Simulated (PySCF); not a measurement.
# C3H3NS, SMILES `CC(=S)C#N`: electronic structure

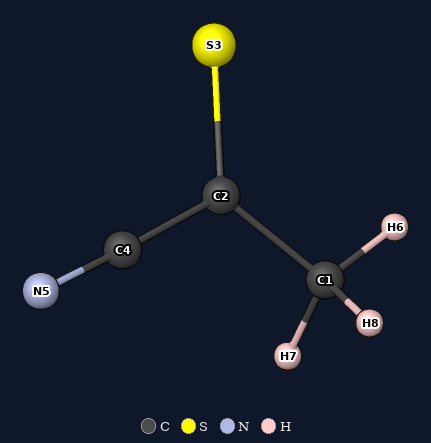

The molecule, with its atoms numbered as below. No frequency check shows the geometry to be a minimum.

Coordinates in Å:

```
C1       0.2532   -1.7548   -0.0001
C2       0.0735   -0.2790   -0.0000
S3       1.3023    0.7955   -0.0000
C4      -1.2477    0.2159    0.0003
N5      -2.3094    0.6520   -0.0002
H6       1.3106   -2.0066    0.0013
H7      -0.2268   -2.1890   -0.8784
H8      -0.2293   -2.1890    0.8777
```

### 1. Bonding charge

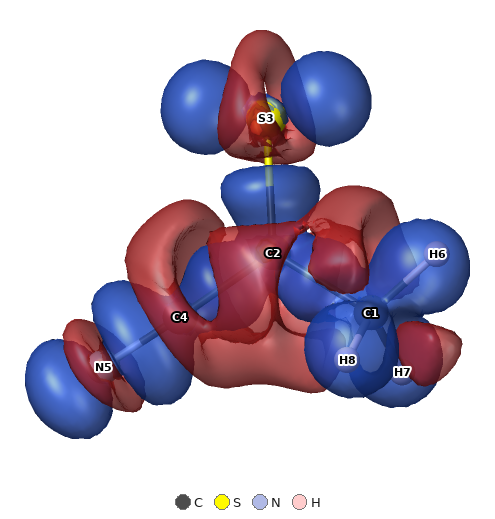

Deformation density (molecule less spherical, spin-averaged free atoms at the same positions), surfaces at ±0.05 e/Å³; blue: gain, red: loss.

Level of theory: TPSSh/6-31+G* (PySCF), at a geometry from GFN2-xTB.

Describe the bonding that the map shows.

Answer. C4–N5: +0.85 e/Å³ at the bond critical point (bond length 1.15 Å). C1–H6: +0.67 e/Å³ at the bond critical point (bond length 1.09 Å). C1–H7 and C1–H8: +0.63 e/Å³ at the bond critical point (bond length 1.09 Å). C2–C4: +0.56 e/Å³ at the bond critical point (bond length 1.41 Å). C1–C2: +0.49 e/Å³ at the bond critical point (bond length 1.49 Å). C2–S3: +0.09 e/Å³ at the bond critical point (bond length 1.63 Å); up to 0.6 Å beside the axis the gain reaches +0.44 e/Å³. In all, 1.9 electrons gather in the regions of gain relative to the promolecule. A small or negative value marks a very polar bond, one between electron-rich atoms, whose free-atom densities already overlap strongly, a long bond to a heavier atom, or a closed-shell contact such as a hydrogen bond.

Where do the Hirshfeld charges lie?

Answer. The highest Hirshfeld charge is on C4 (+0.07 e), the lowest on N5 (−0.18 e).

### 2. Electrostatic potential

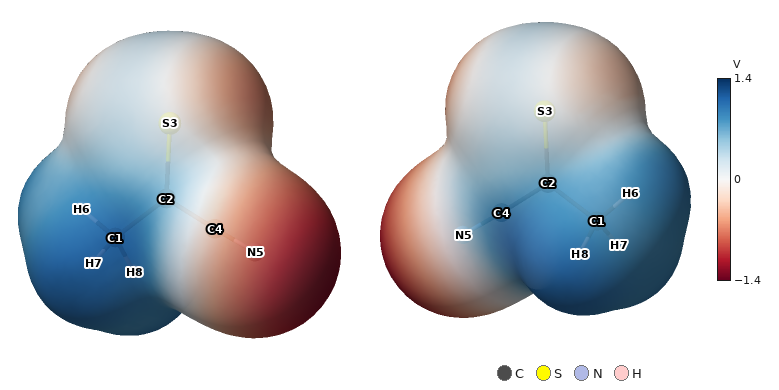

Electrostatic potential on the surface of electron density 0.001 a.u. (back view left, front view right).

Where are the extremes of the potential on the surface?

Answer. Highest: 1.19 V, 1.3 Å from H7, and at like points elsewhere. Further maxima include 0.99 V, 1.3 Å from H6; 0.33 V, 2.0 Å from S3. Lowest: −1.34 V, 1.9 Å from N5. Further minima include −0.71 V, 2.3 Å from S3; −0.42 V, 2.3 Å from S3. The surface is sampled at points, so like sites can differ by a few per cent and only the strongest of them is named.

### 3. Excited states

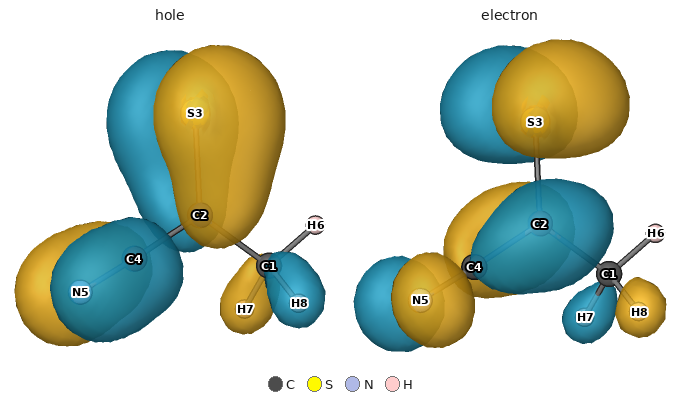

Leading natural transition orbital pair of S₃ (TDA singlet states); the surfaces enclose about 78 % of each orbital's density.

Computed with PySCF, CAM-B3LYP/6-31+G*, geometry: GFN2-xTB.

Give its energy, strength and character.

Answer. 5.46 eV (227 nm), f = 0.307 (bright), π → π*; the leading pair carries 82 %; hole on S3 (46 %), N5 (23 %) and C2 and C4 (13 % each), electron on S3 (38 %), C2 (26 %) and N5 (16 %) (shares are of the whole state, not of the leading pair alone); their centroids lie 0.2 Å apart. In canonical orbitals it is mainly HOMO−1 → LUMO (79 %). The HOMO–LUMO gap is 6.25 eV.

### 4. Removing or adding an electron

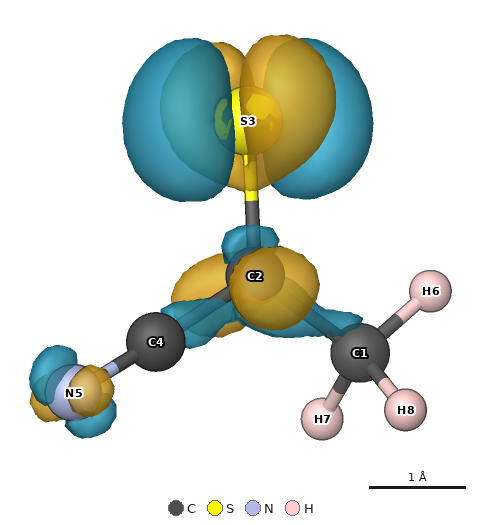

Dual descriptor f⁺ − f⁻ at ±0.05 e/Å³ (yellow positive, teal negative).

PySCF calculation, PBE/def2-TZVP, gas phase; geometry: GFN2-xTB. This is a single-reference result, which may miss multireference character in this system.

Which atoms come out as electrophilic, and which as nucleophilic?

Answer. Electrophilic (positive): C2 (+0.07). Nucleophilic (negative): S3 (−0.13). f⁻ (Hirshfeld-condensed) is largest on S3 (0.53); the vertical ionisation energy is 9.38 eV (the stability of the cation's solution wasn't checked). f⁺ (Hirshfeld-condensed) is largest on S3 (0.40); the vertical electron affinity is 1.39 eV (the stability of the anion's solution wasn't checked; the anion's highest orbital has positive energy, so this value and f⁺ depend on the basis).

The PySCF runs shown took 19 s, 3.7 min and 120 s on 1 thread of Arm Neoverse V1, on a shared host.
